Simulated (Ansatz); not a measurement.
# Y on Hf(0001): change of the work function, part 2 of 5

How does Y on the hcp site change the work function of Hf(0001) as the layer fills?

Ansatz 0.2.0; plane-wave DFT, PBE, Ansatz PAW (the session's first sound run).

So far, work function, upper face (eV): step 2 (the clean slab) 4.33.

### Step 3. The covered slab, k-mesh 4×4×1, coverage 0.111 ML

System of this step: Y/Hf(0001). The cell holds 37 atoms: 36 Hf and 1 Y. Cell: a = 9.600 Å, b = 9.600 Å, c = 28.910 Å, α = 90.0°, β = 90.0°, γ = 60.0°. Vacuum lies along c.

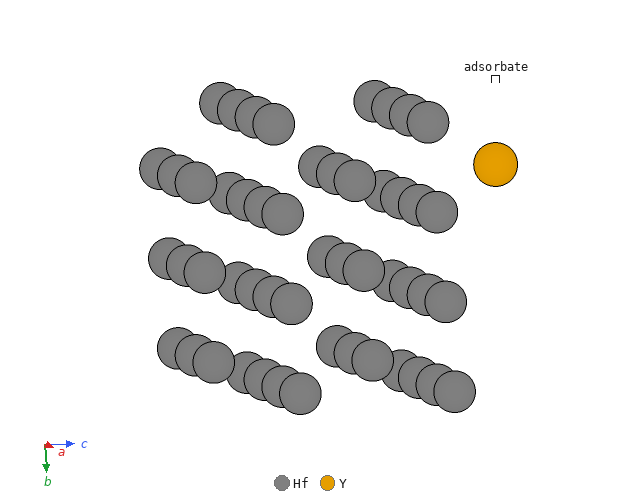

The cell of this step (hafnium grey, yttrium orange). Some periodic images of atoms are drawn too.

The clean slab as it ended is repeated in the plane and the adsorbate is set on one face; the cell's size fixes the coverage, and the k-mesh shrinks with it to keep the sampling density about even. Adsorbate and upper layers relax, since the dipole depends on the height.

Input file input.yaml:

```yaml
crystal:
  lattice:
    - [9.6, 0.0, 0.0]
    - [4.8, 8.3138438763, 0.0]
    - [0.0, 0.0, 28.9097493242]
  atoms:
    - { symbol: Hf, position: [0.2222222222, 0.2222222222, 0.3113136644] }
    - { symbol: Hf, position: [0.0, 0.0, 0.398868903] }
    - { symbol: Hf, position: [0.2222222222, 0.2222222222, 0.4902898858] }
    - { symbol: Hf, position: [0.0, 0.0, 0.5725391708] }
    - { symbol: Hf, position: [0.2222222222, 0.5555555556, 0.3113136644] }
    - { symbol: Hf, position: [0.0, 0.3333333333, 0.398868903] }
    - { symbol: Hf, position: [0.2222222222, 0.5555555556, 0.4902898858] }
    - { symbol: Hf, position: [0.0, 0.3333333333, 0.5725391708] }
    - { symbol: Hf, position: [0.2222222222, 0.8888888889, 0.3113136644] }
    - { symbol: Hf, position: [0.0, 0.6666666667, 0.398868903] }
    - { symbol: Hf, position: [0.2222222222, 0.8888888889, 0.4902898858] }
    - { symbol: Hf, position: [0.0, 0.6666666667, 0.5725391708] }
    - { symbol: Hf, position: [0.5555555556, 0.2222222222, 0.3113136644] }
    - { symbol: Hf, position: [0.3333333333, 0.0, 0.398868903] }
    - { symbol: Hf, position: [0.5555555556, 0.2222222222, 0.4902898858] }
    - { symbol: Hf, position: [0.3333333333, 0.0, 0.5725391708] }
    - { symbol: Hf, position: [0.5555555556, 0.5555555556, 0.3113136644] }
    - { symbol: Hf, position: [0.3333333333, 0.3333333333, 0.398868903] }
    - { symbol: Hf, position: [0.5555555556, 0.5555555556, 0.4902898858] }
    - { symbol: Hf, position: [0.3333333333, 0.3333333333, 0.5725391708] }
    - { symbol: Hf, position: [0.5555555556, 0.8888888889, 0.3113136644] }
    - { symbol: Hf, position: [0.3333333333, 0.6666666667, 0.398868903] }
    - { symbol: Hf, position: [0.5555555556, 0.8888888889, 0.4902898858] }
    - { symbol: Hf, position: [0.3333333333, 0.6666666667, 0.5725391708] }
    - { symbol: Hf, position: [0.8888888889, 0.2222222222, 0.3113136644] }
    - { symbol: Hf, position: [0.6666666667, 0.0, 0.398868903] }
    - { symbol: Hf, position: [0.8888888889, 0.2222222222, 0.4902898858] }
    - { symbol: Hf, position: [0.6666666667, 0.0, 0.5725391708] }
    - { symbol: Hf, position: [0.8888888889, 0.5555555556, 0.3113136644] }
    - { symbol: Hf, position: [0.6666666667, 0.3333333333, 0.398868903] }
    - { symbol: Hf, position: [0.8888888889, 0.5555555556, 0.4902898858] }
    - { symbol: Hf, position: [0.6666666667, 0.3333333333, 0.5725391708] }
    - { symbol: Hf, position: [0.8888888889, 0.8888888889, 0.3113136644] }
    - { symbol: Hf, position: [0.6666666667, 0.6666666667, 0.398868903] }
    - { symbol: Hf, position: [0.8888888889, 0.8888888889, 0.4902898858] }
    - { symbol: Hf, position: [0.6666666667, 0.6666666667, 0.5725391708] }
    - { symbol: "Y", position: [0.2222222222, 0.2222222222, 0.6886863356] }
kpoints:
  mp_grid: { grid: [4, 4, 1] }
hamiltonian:
  xc: pbe
scf:
  occupations: { method: fermi_dirac, width: 0.1 }
  convergence: { dr2_threshold: 1.0e-08 }
efield:
  axis: 3
  dipole_correction: true
  ramp_position: 0.97
  ramp_width: 0.06
relax:
  f_tol: 0.02
  max_steps: 60
  constraints:
    - { sites: [0, 1, 4, 5, 8, 9, 12, 13, 16, 17, 20, 21, 24, 25, 28, 29, 32, 33] }
output:
  bader: true
  write_potential: true
  write_density: true
  volumetric_format: npy
```

On the command line:

```console
$ ansatz run input.yaml --threads 4 --pin off --max-ram 12288MiB --backend cpu --events-out ev --progress --plain --runs-dir out
```

Numbers of over 12 decimals in the logs are rounded to 6 here.

What it wrote:

```text
[...]
Crystal: 37 atoms, lattice volume = 2307.371 Å³
Basis set: ecut = 420 eV, 44983 PW (Γ), exchange–correlation on 144×144×400 points (8 copies of the dense FFT grid, shifted against one another)
Bands: 569, of which v1, the nominal top of the filled ones, is band 474 counted from 1 (473 counted from 0)
Symmetry: 6 space group operations
[...]
k-points: 4 of 16 (time reversal used)
[...]
SCF iter   1: F=—  HF=-569800.033382 eV  |F-HF|=—  |Δ(HF+E_count)|=         —  Δρ=6.29e-3  dr2=2.23e1  ethr=1.77e-3  p=0.405 e·Å  D=3.18e-2 V/Å  ΔV_dip=-0.92 eV  dr2_dipole=8.28e-1  V_vac-E_F(+/−)=3.50/4.42 eV  ⟨swp⟩=5.8  Hψ=7375  notcnv=0  defer=24
[...]
SCF iter  12: F=-569799.393784 eV  HF=-569799.393784 eV  |F-HF|=3.73e-9  |Δ(HF+E_count)|=  4.66e-10  Δρ=3.47e-7  dr2=5.35e-9  ethr=1.06e-12  p=0.616 e·Å  D=4.83e-2 V/Å  ΔV_dip=-1.40 eV  dr2_dipole=2.50e-10  V_vac-E_F(+/−)=2.98/4.37 eV  ⟨swp⟩=10.8  Hψ=22482  notcnv=0
SCF 1 converged in 12 iterations: F = -569799.393784 eV  dr2 = 5.35e-9
[...]
relax step   1: F+E_penalty+E_count = -569799.39378413 eV  Δ(F+E_penalty+E_count) = +0.000e0 eV  max|allowed force component| = 2.240e0 eV/Å  Δτ_max = 0.0000 Å  (12 SCF iters, accepted)
[...]
SCF iter  11: F=-569799.919718 eV  HF=-569799.919718 eV  |F-HF|=3.96e-9  |Δ(HF+E_count)|=   3.81e-8  Δρ=1.82e-7  dr2=1.70e-9  ethr=1.06e-12  p=0.629 e·Å  D=4.93e-2 V/Å  ΔV_dip=-1.43 eV  dr2_dipole=4.80e-10  V_vac-E_F(+/−)=2.95/4.37 eV  ⟨swp⟩=11.5  Hψ=18703  notcnv=0
SCF 2 converged in 11 iterations: F = -569799.919718 eV  dr2 = 1.70e-9
relax step   2: F+E_penalty+E_count = -569799.91971807 eV  Δ(F+E_penalty+E_count) = -5.259e-1 eV  max|allowed force component| = 2.211e0 eV/Å  Δτ_max = 0.1949 Å  (11 SCF iters, accepted)
SCF iter   1: F=—  HF=-569800.407942 eV  |F-HF|=—  |Δ(HF+E_count)|=         —  Δρ=2.18e-3  dr2=1.32e0  ethr=6.82e-4  p=0.629 e·Å  D=4.93e-2 V/Å  ΔV_dip=-1.43 eV  dr2_dipole=4.16e-1  V_vac-E_F(+/−)=2.95/4.38 eV  ⟨swp⟩=4.5  Hψ=4889  notcnv=0  defer=32
[...]
SCF iter  10: F=-569800.348842 eV  HF=-569800.348842 eV  |F-HF|=1.98e-9  |Δ(HF+E_count)|=   6.85e-8  Δρ=3.47e-7  dr2=5.21e-9  ethr=1.06e-12  p=0.612 e·Å  D=4.80e-2 V/Å  ΔV_dip=-1.39 eV  dr2_dipole=1.06e-9  V_vac-E_F(+/−)=2.98/4.37 eV  ⟨swp⟩=13.0  Hψ=21789  notcnv=0
SCF 3 converged in 10 iterations: F = -569800.348842 eV  dr2 = 5.21e-9
relax step   3: F+E_penalty+E_count = -569800.34884189 eV  Δ(F+E_penalty+E_count) = -4.291e-1 eV  max|allowed force component| = 1.815e0 eV/Å  Δτ_max = 0.1901 Å  (10 SCF iters, accepted)
[...]
relax step   4: F+E_penalty+E_count = -569800.65660694 eV  Δ(F+E_penalty+E_count) = -3.078e-1 eV  max|allowed force component| = 1.031e0 eV/Å  Δτ_max = 0.1971 Å  (10 SCF iters, accepted)
[...]
relax step   5: F+E_penalty+E_count = -569800.82188036 eV  Δ(F+E_penalty+E_count) = -1.653e-1 eV  max|allowed force component| = 5.836e-1 eV/Å  Δτ_max = 0.2000 Å  (10 SCF iters, accepted)
[...]
relax step   6: F+E_penalty+E_count = -569800.85119603 eV  Δ(F+E_penalty+E_count) = -2.932e-2 eV  max|allowed force component| = 1.156e-1 eV/Å  Δτ_max = 0.1073 Å  (9 SCF iters, accepted)
[...]
relax step   7: F+E_penalty+E_count = -569800.85330343 eV  Δ(F+E_penalty+E_count) = -2.107e-3 eV  max|allowed force component| = 3.961e-2 eV/Å  Δτ_max = 0.0197 Å  (9 SCF iters, accepted)
SCF iter   1: F=—  HF=-569800.857119 eV  |F-HF|=—  |Δ(HF+E_count)|=         —  Δρ=2.82e-4  dr2=1.12e-2  ethr=1.52e-5  p=0.517 e·Å  D=4.05e-2 V/Å  ΔV_dip=-1.17 eV  dr2_dipole=4.01e-5  V_vac-E_F(+/−)=3.20/4.37 eV  ⟨swp⟩=2.0  Hψ=3140  notcnv=0  defer=55
[...]
SCF iter   8: F=-569800.854366 eV  HF=-569800.854366 eV  |F-HF|=2.43e-8  |Δ(HF+E_count)|=   6.22e-8  Δρ=3.31e-7  dr2=2.78e-9  ethr=1.06e-12  p=0.516 e·Å  D=4.05e-2 V/Å  ΔV_dip=-1.17 eV  dr2_dipole=2.77e-10  V_vac-E_F(+/−)=3.20/4.37 eV  ⟨swp⟩=12.2  Hψ=21046  notcnv=0
SCF 8 converged in 8 iterations: F = -569800.854366 eV  dr2 = 2.78e-9
relax step   8: F+E_penalty+E_count = -569800.85436621 eV  Δ(F+E_penalty+E_count) = -1.063e-3 eV  max|allowed force component| = 7.076e-3 eV/Å  Δτ_max = 0.0091 Å  (8 SCF iters, accepted)
NSCF: frozen V_eff on 4 k-points
[...]
SCF converged after 8 iterations
Free energy (F): -569800.854366 eV
[...]
Internal energy: -569799.167369 eV  (E = F + TS)
E sigma→0 (E₀):  -569800.010868 eV
Entropy (-TS):   -1.686997 eV (-45.595 meV/atom)
Fermi energy:    4.766615 eV
Dipole field:    D = 0.040467 V/Å  (p = 0.516008 e·Å, saw-weighted, corrected)
Work function:   Φ+ = 3.2029 eV   Φ− = 4.3728 eV
[...]
--- Forces (eV/Å), atoms counted from 1 ---
  atom   1  Hf     0.00000000     0.00000000     0.55507605
  atom   2  Hf    -0.00664991    -0.00383933    -0.56153706
  atom   3  Hf    -0.00000000    -0.00000000    -0.00128992
  atom   4  Hf    -0.00023356    -0.00013484     0.00110373
  atom   5  Hf    -0.00775112    -0.01359599     0.64285233
  atom   6  Hf    -0.10840586     0.06258815    -0.69661764
  atom   7  Hf    -0.00114555     0.00313378    -0.00049146
  atom   8  Hf    -0.00297086     0.00171522     0.00247049
  atom   9  Hf     0.00789891     0.01351066     0.64285233
  atom  10  Hf     0.00000000     0.00767865    -0.56153706
  atom  11  Hf    -0.00328670    -0.00057481    -0.00049146
  atom  12  Hf    -0.00000000     0.00026969     0.00110373
  atom  13  Hf    -0.01565003     0.00008532     0.64285233
  atom  14  Hf     0.00000000    -0.12517630    -0.69661764
  atom  15  Hf     0.00214115    -0.00255896    -0.00049146
  atom  16  Hf    -0.00000000    -0.00343045     0.00247049
  atom  17  Hf    -0.00000000    -0.00000000     0.68226286
  atom  18  Hf     0.10840586     0.06258815    -0.69661764
  atom  19  Hf     0.00000000    -0.00000000     0.00707590
  atom  20  Hf     0.00297086     0.00171522     0.00247049
  atom  21  Hf    -0.00789891     0.01351066     0.64285233
  atom  22  Hf     0.05057597    -0.02920005    -0.66733879
  atom  23  Hf     0.00328670    -0.00057481    -0.00049146
  atom  24  Hf    -0.00230399     0.00133021    -0.00142459
  atom  25  Hf     0.01565003     0.00008532     0.64285233
  atom  26  Hf     0.00664991    -0.00383933    -0.56153706
  atom  27  Hf    -0.00214115    -0.00255896    -0.00049146
  atom  28  Hf     0.00023356    -0.00013484     0.00110373
  atom  29  Hf     0.00775112    -0.01359599     0.64285233
  atom  30  Hf    -0.00000000     0.05840010    -0.66733879
  atom  31  Hf     0.00114555     0.00313378    -0.00049146
  atom  32  Hf    -0.00000000    -0.00266042    -0.00142459
  atom  33  Hf    -0.00000000    -0.00000000     0.67837543
  atom  34  Hf    -0.05057597    -0.02920005    -0.66733879
  atom  35  Hf     0.00000000    -0.00000000    -0.00492893
  atom  36  Hf     0.00230399     0.00133021    -0.00142459
  atom  37  Y      0.00000000    -0.00000000    -0.00072294
  max |Σ_I F_I| component: 1.79e-5 eV/Å
--- Band table (eV) ---
  k-point 0: bands = [... 470 lower, 4.7465, 4.7622, 4.7622, 4.7826, 4.7949, 4.7963, 4.7963, 4.8286, ... 91 higher]
  k-point 1: bands = [... 470 lower, 4.6257, 4.6947, 4.7432, 4.7467, 4.7789, 4.8063, 4.8072, 4.9029, ... 91 higher]
  k-point 2: bands = [... 470 lower, 4.6296, 4.7053, 4.7355, 4.7534, 4.7819, 4.8226, 4.9254, 5.0174, ... 91 higher]
  k-point 3: bands = [... 470 lower, 4.6860, 4.6996, 4.7329, 4.7858, 4.7998, 4.8136, 4.8908, 4.9849, ... 91 higher]
--- Relaxed structure (8 steps of the walk, 8 accepted, 0 SCFs on fresh bases) ---
  F+E_penalty+E_count = -569800.85436621 eV   max|allowed force component| = 7.076e-3 eV/Å
  atoms:
    - { symbol: Hf, position: [0.222222, 0.222222, 0.311314] }
    - { symbol: Hf, position: [-1.1111125783211261e-11, -1.111112578321126e-11, 0.398869] }
    - { symbol: Hf, position: [0.222222, 0.222222, 0.485907] }
    - { symbol: Hf, position: [0.00175526, 0.00175526, 0.575962] }
    - { symbol: Hf, position: [0.222222, 0.555556, 0.311314] }
    - { symbol: Hf, position: [2.2222196305321518e-11, 0.333333, 0.398869] }
    - { symbol: Hf, position: [0.218754, 0.558856, 0.490080] }
    - { symbol: Hf, position: [0.00618957, 0.330239, 0.569858] }
    - { symbol: Hf, position: [0.222222, 0.888889, 0.311314] }
    - { symbol: Hf, position: [-1.1111056519297335e-11, 0.666667, 0.398869] }
    - { symbol: Hf, position: [0.218754, 0.889057, 0.490080] }
    - { symbol: Hf, position: [0.00175526, 0.663156, 0.575962] }
    - { symbol: Hf, position: [0.555556, 0.222222, 0.311314] }
    - { symbol: Hf, position: [0.333333, 2.2222210308134437e-11, 0.398869] }
    - { symbol: Hf, position: [0.558856, 0.218754, 0.490080] }
    - { symbol: Hf, position: [0.330239, 0.00618957, 0.569858] }
    - { symbol: Hf, position: [0.555556, 0.555556, 0.311314] }
    - { symbol: Hf, position: [0.333333, 0.333333, 0.398869] }
    - { symbol: Hf, position: [0.555556, 0.555556, 0.491614] }
    - { symbol: Hf, position: [0.330239, 0.330239, 0.569858] }
    - { symbol: Hf, position: [0.555556, 0.888889, 0.311314] }
    - { symbol: Hf, position: [0.333333, 0.666667, 0.398869] }
    - { symbol: Hf, position: [0.558856, 0.889057, 0.490080] }
    - { symbol: Hf, position: [0.330627, 0.668020, 0.574012] }
    - { symbol: Hf, position: [0.888889, 0.222222, 0.311314] }
    - { symbol: Hf, position: [0.666667, -1.111112578321126e-11, 0.398869] }
    - { symbol: Hf, position: [0.889057, 0.218754, 0.490080] }
    - { symbol: Hf, position: [0.663156, 0.00175526, 0.575962] }
    - { symbol: Hf, position: [0.888889, 0.555556, 0.311314] }
    - { symbol: Hf, position: [0.666667, 0.333333, 0.398869] }
    - { symbol: Hf, position: [0.889057, 0.558856, 0.490080] }
    - { symbol: Hf, position: [0.668020, 0.330627, 0.574012] }
    - { symbol: Hf, position: [0.888889, 0.888889, 0.311314] }
    - { symbol: Hf, position: [0.666667, 0.666667, 0.398869] }
    - { symbol: Hf, position: [0.888889, 0.888889, 0.492299] }
    - { symbol: Hf, position: [0.668020, 0.668020, 0.574012] }
    - { symbol: Y, position: [0.222222, 0.222222, 0.658116] }
--- Bader charges: 37 sites ---
  site symbol  charge [e]  shift [e]
     0     Hf     -0.0637     0.0000
     1     Hf      0.0568     0.0000
     2     Hf      0.0334     0.0000
     3     Hf     -0.0525     0.0000
     4     Hf     -0.0597     0.0000
     5     Hf      0.0753     0.0000
     6     Hf      0.0963     0.0000
     7     Hf     -0.2933     0.0000
     8     Hf     -0.0598     0.0000
     9     Hf      0.0567     0.0000
    10     Hf      0.0963     0.0000
    11     Hf     -0.0525     0.0000
    12     Hf     -0.0598     0.0000
    13     Hf      0.0754     0.0000
    14     Hf      0.0963     0.0000
    15     Hf     -0.2933     0.0000
    16     Hf     -0.0609     0.0000
    17     Hf      0.0753     0.0000
    18     Hf      0.1669     0.0000
    19     Hf     -0.2933     0.0000
    20     Hf     -0.0597     0.0000
    21     Hf      0.0413     0.0000
    22     Hf      0.0963     0.0000
    23     Hf     -0.1394     0.0000
    24     Hf     -0.0598     0.0000
    25     Hf      0.0568     0.0000
    26     Hf      0.0963     0.0000
    27     Hf     -0.0525     0.0000
    28     Hf     -0.0598     0.0000
    29     Hf      0.0413     0.0000
    30     Hf      0.0963     0.0000
    31     Hf     -0.1394     0.0000
    32     Hf     -0.0555     0.0000
    33     Hf      0.0414     0.0000
    34     Hf      0.0629     0.0000
    35     Hf     -0.1394     0.0000
    36      Y      0.6328     0.0000
  estimated error of the sums over rays = 6.4e-4 e
```

Wall time 47 min (4 threads of Arm Neoverse V1, shared host); peak memory 7.8 GiB.

Step by step:

```csv
step,energy less that of the first step (eV),largest force component (eV/Å)
1,0.0000,2.2402
2,-0.5259,2.2109
3,-0.9551,1.8145
4,-1.2628,1.0310
5,-1.4281,0.5836
6,-1.4574,0.1156
7,-1.4595,0.0396
8,-1.4606,0.0071
```

The run keeps the 6 symmetry operations that it works with, so distortions that break them were not tested.

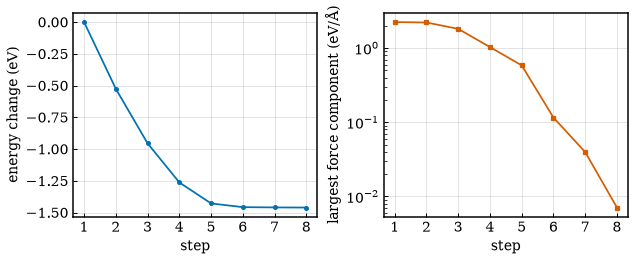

Energy and largest force along the relaxation.

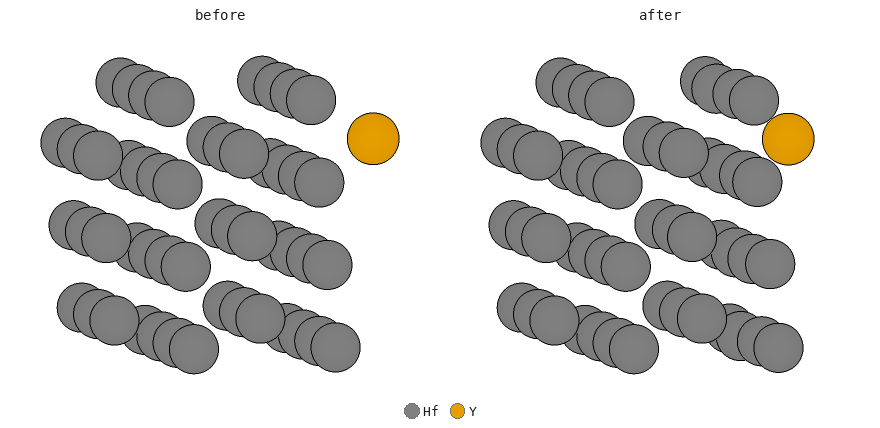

Before and after, at one scale.

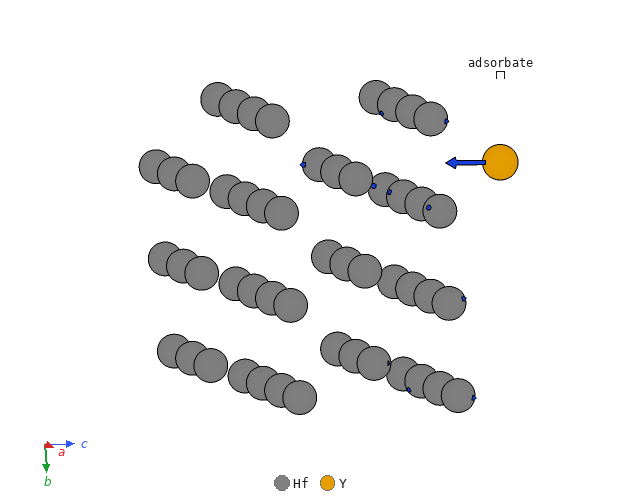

Displacements in the relaxation, exaggerated; the longest in the cell stands for 0.88 Å. Some periodic images of atoms are drawn too.

The atoms that moved most (Å):

```csv
atom,dx,dy,dz,length
Y37,0.000,0.000,-0.884,0.884
Hf3,0.000,0.000,-0.127,0.127
Hf12,0.000,-0.029,0.099,0.103
Hf4,0.025,0.015,0.099,0.103
Hf28,-0.025,0.015,0.099,0.103
Hf8,0.045,-0.026,-0.078,0.093
Hf16,0.000,0.051,-0.078,0.093
Hf20,-0.045,-0.026,-0.078,0.093
```

The relaxed structure:

```
Hf Y
1.0
     9.60000    0.00000    0.00000
     4.80000    8.31384    0.00000
     0.00000    0.00000   28.90975
Hf Y
36 1
Direct
  0.22222 0.22222 0.31131
  0.00000 0.00000 0.39887
  0.22222 0.22222 0.48591
  0.00176 0.00176 0.57596
  0.22222 0.55556 0.31131
  0.00000 0.33333 0.39887
  0.21875 0.55886 0.49008
  0.00619 0.33024 0.56986
  0.22222 0.88889 0.31131
  0.00000 0.66667 0.39887
  0.21875 0.88906 0.49008
  0.00176 0.66316 0.57596
  0.55556 0.22222 0.31131
  0.33333 0.00000 0.39887
  0.55886 0.21875 0.49008
  0.33024 0.00619 0.56986
  0.55556 0.55556 0.31131
  0.33333 0.33333 0.39887
  0.55556 0.55556 0.49161
  0.33024 0.33024 0.56986
  0.55556 0.88889 0.31131
  0.33333 0.66667 0.39887
  0.55886 0.88906 0.49008
  0.33063 0.66802 0.57401
  0.88889 0.22222 0.31131
  0.66667 0.00000 0.39887
  0.88906 0.21875 0.49008
  0.66316 0.00176 0.57596
  0.88889 0.55556 0.31131
  0.66667 0.33333 0.39887
  0.88906 0.55886 0.49008
  0.66802 0.33063 0.57401
  0.88889 0.88889 0.31131
  0.66667 0.66667 0.39887
  0.88889 0.88889 0.49230
  0.66802 0.66802 0.57401
  0.22222 0.22222 0.65812
```

This step gave:

* energy at zero smearing: -569800.0109 eV
* work function, upper face: 3.203 eV
* work function, lower face: 4.373 eV
* dipole along the normal: 0.5160 e·Å
* step between the vacuum levels: -1.170 eV

Running mean over 2.5312 Å of the planar mean; the ramp of the sawtooth is left out. The electron's electrostatic potential energy less the Fermi level by z:

```csv
z (Å),electron's electrostatic potential energy less the Fermi level (eV)
4,4.37
6,4.12
8,-4.04
10,-7.30
12,-7.08
14,-7.24
16,-7.81
18,-2.01
20,2.33
22,3.18
24,3.20
```

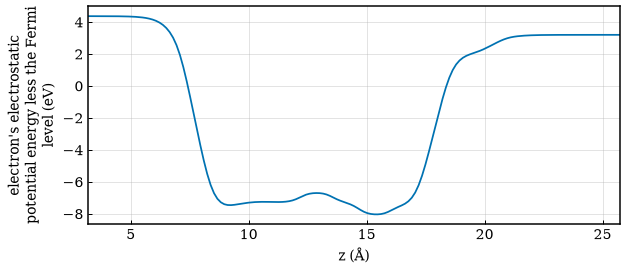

Electron's electrostatic potential energy less the Fermi level, plotted against z.

The relaxation took 8 steps and lowered the energy by 1.5 eV; the largest force on the free atoms ends at 0.0071 eV/Å.

The covered face has 3.20 eV, -1.12 eV against the clean one; the bare back face has moved by -0.01 eV, a measure of how thin the slab is.

(Part 2 of 5 ends here.)

[Logs are printed without paths, hosts, clocks, repeated set-up lines and the standing remarks that a program may print on its own settings, such as how far it seeks lower states.]

[Hosts, paths, dates, database ids (printed as entryN), source tags and the programs' standing remarks are cut or masked in the printed files.]

[Maps of the electrostatic potential energy from Ansatz leave out the sawtooth potential of an applied field or a dipole correction, so their vacuum need not be flat; planar profiles and work functions include it.]
